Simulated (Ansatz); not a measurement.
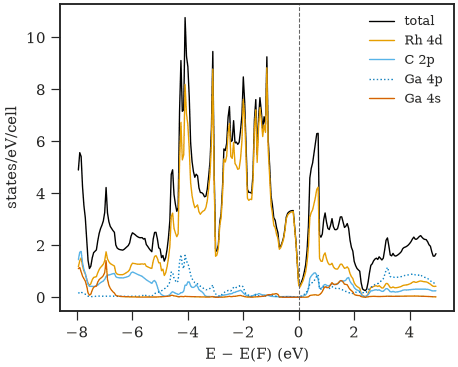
Figure. Total and projected density of states of GaRh₃C (anti-perovskite, Pm-3m), plane-wave PAW PBE (Ansatz code)

Q: Which orbitals carry the states next to the Fermi level?

A: Within 0.5 eV of the Fermi level: Rh 4d 86 %, C 2p 6 %, Ga 4p 5 %. Projections are on Löwdin-orthogonalised atomic valence shells; empty p or d shells of many metals are not among them.

Q: Where is the tallest occupied peak in this window, and what makes it?

A: Near -4.1 eV, about 11 states/eV per cell; the largest projected share is Rh 4d.

The start of the workflow was typed in or built on a structure type; neither database checked (COD, Materials Project) lists it. Whether it is the stable phase at ambient conditions was not checked. The cell was relaxed with PBE under the symmetry of its start; whether a distortion lowers the energy is not shown. The run is not spin-polarised. Scalar-relativistic: spin–orbit coupling is off unless named, which matters more the heavier the elements.

Potentials: the earlier of the program's two PAW sets.
